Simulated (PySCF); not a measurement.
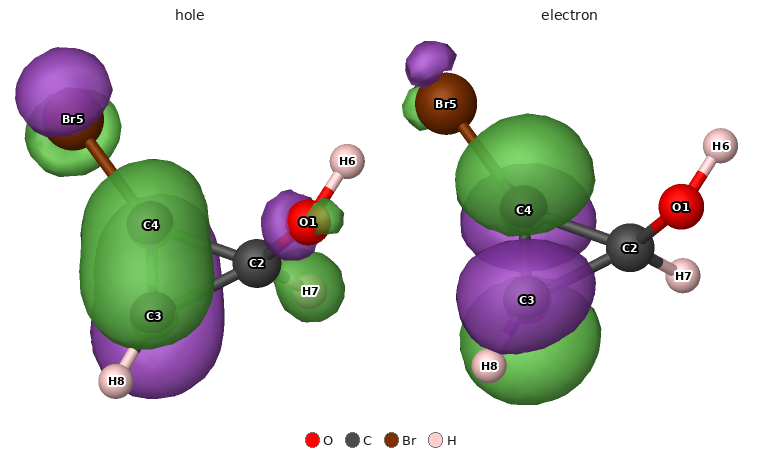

Figure. C$_{3}$H$_{3}$BrO, SMILES `OC1C=C1Br`. Leading natural transition orbital pair of T₁ (TDA triplet states); the surfaces enclose about 70 % of each orbital's density.

PySCF calculation, CAM-B3LYP/def2-SVPD, gas phase; geometry: GFN2-xTB. No frequency check shows the geometry to be a minimum. GFN2-xTB bond lengths at metals and heavier atoms can be off by up to 0.1 Å and shapes distorted, which carries into these values.

The calculation's input:

```python
import numpy as np
from pyscf import gto, scf, dft, tdscf
from pyscf.scf import atom_ks, atom_hf
from scipy.linalg import block_diag

def solve(mol, dm0=None, hcore=None):
    mf = (dft.UKS if mol.spin else dft.RKS)(mol, xc='camb3lyp')
    mf.grids.level = 3
    mf = mf.density_fit(auxbasis='def2-universal-jkfit')
    mf.conv_tol, mf.max_cycle = 1e-8, 80
    if hcore is not None:
        mf.get_hcore = lambda *args: hcore
    mf.kernel(dm0)
    if not mf.converged:
        mf = mf.newton().run(mf.mo_coeff, mf.mo_occ, max_cycle=30)
    assert mf.converged, 'SCF not converged'
    return mf

mol = gto.M(atom='''
O      2.54155     0.84228     0.32436
C      1.80305    -0.03688    -0.46335
C      1.31984    -1.31043     0.17068
C      0.40886    -0.40741    -0.07172
Br    -1.35984     0.12295     0.01362
H      2.37359     1.75220     0.05184
H      2.08781    -0.01894    -1.51557
H      1.61018    -2.24653     0.57852
''', basis='def2-svpd', charge=0, spin=0, verbose=4)
mf = solve(mol)
td = mf.TDA()
td.nstates, td.singlet, td.conv_tol = 6, False, 1e-5
td.kernel()
td.analyze()
x, y = np.array([p[0] for p in td.xy]), np.array([p[1] + 0 * p[0] for p in td.xy])
f, mu = np.zeros(len(td.e)), np.zeros((len(td.e), 3))
nto = [td.get_nto(state=i + 1, verbose=4) for i in range(len(td.e))]
# spherically averaged free atoms, for the promolecule
atm = atom_ks.get_atm_nrks(mol, xc='camb3lyp')
pro = block_diag(*[(atm[a[0]][2] * atm[a[0]][3]) @ atm[a[0]][2].T for a in mol._atom])
np.savez('result.npz', e=td.e, f=f, ok=td.converged, w=[n[0] for n in nto], nto=[n[1] for n in nto], x=x, y=y, c=mf.mo_coeff, occ=mf.mo_occ, eps=mf.mo_energy, pro=pro, mu=mu)
```

Launched as:

```sh
OMP_NUM_THREADS=1 python input.py
```

The run took 5.4 min on 1 thread of Intel(R) Xeon(R) Processor @ 2.70GHz (shared host), peak memory 0.78 GiB.

Question: Where does the state lie, and where do hole and electron sit?

Answer: 4.37 eV (284 nm), spin-forbidden from the singlet ground state; the leading pair carries 99 %; hole on C3 (38 %), C4 (30 %) and Br5 (14 %), electron on C3 (38 %), C4 (36 %) and Br5 (12 %); their centroids lie 0.1 Å apart. In canonical orbitals it is mainly HOMO → LUMO+1 (68 %). The HOMO–LUMO gap is 9.56 eV.
